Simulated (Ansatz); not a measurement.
## Redistribution: Sn(CH3)Cl + SnH3(NH2) → Sn(CH3)(NH2) + SnH3Cl

Species: Sn(CH3)Cl, singlet; SnH3(NH2), singlet; Sn(CH3)(NH2), singlet; SnH3Cl `[Cl][SnH3]`, singlet. The partners trade Cl for NH2; both sit on Sn, so the bond types are kept.

Shapes, held fixed at every level: PBE0-D4/def2-TZVP. Flexible molecules stand in one conformer, not always the lowest. Programs: Ansatz 0.2.0. The zero-point and thermal change to 298 K, harmonic and unscaled (PBE0-D4/def2-TZVP), is +0.4 kJ/mol.

| level | kind | ΔH(298 K) (kJ/mol) | less CCSD(T)/def2-TZVPP |
| --- | --- | --- | --- |
| HF/def2-SVP | Hartree–Fock | -8.3 | +1.1 |
| HF/def2-TZVPP | Hartree–Fock | -6.3 | +3.1 |
| PBE-D4/def2-TZVPP | GGA | -8.8 | +0.6 |
| BHLYP-D4/def2-TZVPP | global hybrid | -7.5 | +1.9 |
| wB97X-V/def2-TZVPP | range-separated hybrid | -9.3 | +0.1 |
| CCSD(T)/def2-SVP | coupled cluster or CI | -15.0 | -5.6 |
| CCSD/def2-TZVPP | coupled cluster or CI | -8.5 | +0.9 |
| CCSD(T)/def2-TZVPP | coupled cluster or CI | -9.4 | 0.0 |

The highest level, CCSD(T)/def2-TZVPP, gives ΔH(298 K) = -9.4 kJ/mol; the levels span -15.0 to -6.3. The column of differences is taken from that level and isn't an error. No measured value is set beside it here. For atoms past krypton def2 sets carry core potentials with scalar relativity. Outer-core shells of Sn are correlated in most correlated rows, in sets that cover them unevenly.

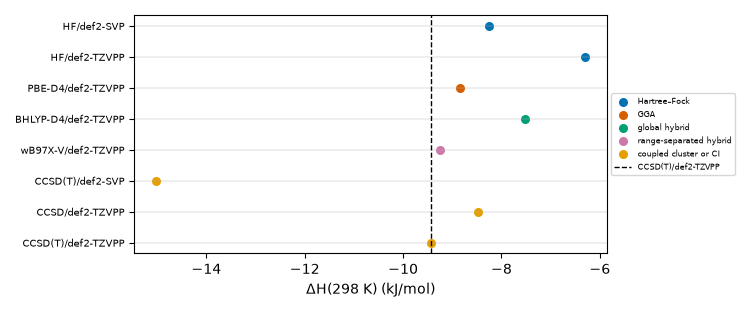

The values of the table, level by level.
